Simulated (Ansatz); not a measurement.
**A computed series for Ga2O3: pressure series**

Base system: Ga2O3 in the corundum structure (space group R-3c, No. 167).

```yaml
crystal:
  lattice:
    - [2.52897, 1.46010, 4.54140]
    - [-2.52897, 1.46010, 4.54140]
    - [0.00000, -2.92020, 4.54140]
  atoms:
    - { symbol: Ga, position: [0.35584, 0.35584, 0.35584] }
    - { symbol: Ga, position: [0.14416, 0.14416, 0.14416] }
    - { symbol: Ga, position: [0.64416, 0.64416, 0.64416] }
    - { symbol: Ga, position: [0.85584, 0.85584, 0.85584] }
    - { symbol: O, position: [0.55310, 0.94690, 0.25000] }
    - { symbol: O, position: [0.25000, 0.55310, 0.94690] }
    - { symbol: O, position: [0.94690, 0.25000, 0.55310] }
    - { symbol: O, position: [0.44690, 0.05310, 0.75000] }
    - { symbol: O, position: [0.75000, 0.44690, 0.05310] }
    - { symbol: O, position: [0.05310, 0.75000, 0.44690] }
```

Cell and atoms are relaxed at each pressure.

The values are results of Ansatz (a program for electronic structure), PBE, PAW, cutoff 420 eV, spin-orbit coupling left out, earlier PAW set, not measurements.

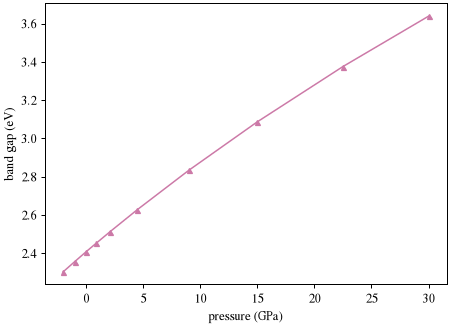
Band gap against pressure

Task: From the plot, what is the band gap for pressure 22.5 GPa?

Result: About 3.4 eV.

Task: Is the trend monotonic over the range shown?

Result: Yes, it rises throughout, spanning 2.30 eV to 3.64 eV.

Load acts through the strain it causes; cell and atoms are relaxed under it. Stability against distortions was not tested. No other phases were tried under pressure.
